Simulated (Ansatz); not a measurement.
# AlClFH: the cost of one run

Method: RKS PBE/def2-SVPD, in Ansatz 0.2.0.

## (1) The structure to begin with

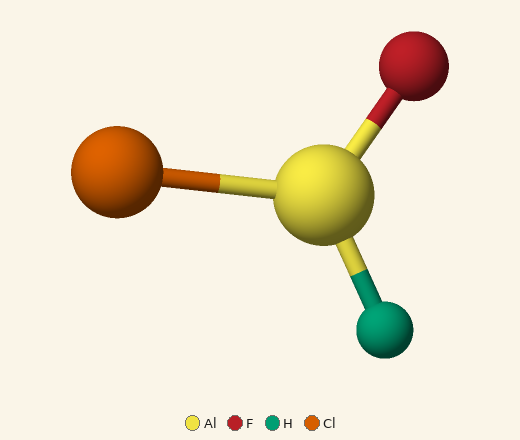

Start, viewed from a chosen angle; aluminium yellow, fluorine red, hydrogen teal, chlorine orange.

Structure file:

```xyz
4

Al    0.0000    0.0000    0.0000
F     0.0000    0.0000    1.6900
H     1.3510    0.0000   -0.7800
Cl   -1.9312    0.0000   -1.1150
```

## (2) Preparing the start

Contents of input.yaml:

```yaml
crystal:
  periodic: [false, false, false]
  atoms:
    - { symbol: Al, position_ang: [0.0, 0.0, 0.0] }
    - { symbol: F, position_ang: [0.0, 0.0, 1.69] }
    - { symbol: H, position_ang: [1.351, 0.0, -0.78] }
    - { symbol: Cl, position_ang: [-1.9312, 0.0, -1.115] }
basis:
  gaussian: { orbitals: def2-SVPD }
hamiltonian:
  xc: pbe
relax:
  f_tol: 0.02
  max_steps: 40
```

Command:

```
$ ansatz run input.yaml --threads 2 --pin off --max-ram 3072MiB --backend cpu --events-out ev --progress --plain --runs-dir out
```

What time and memory should one allow on 2 threads of Arm Neoverse V2, shared host?

About 4.7 s, with a peak of 0.13 GiB.
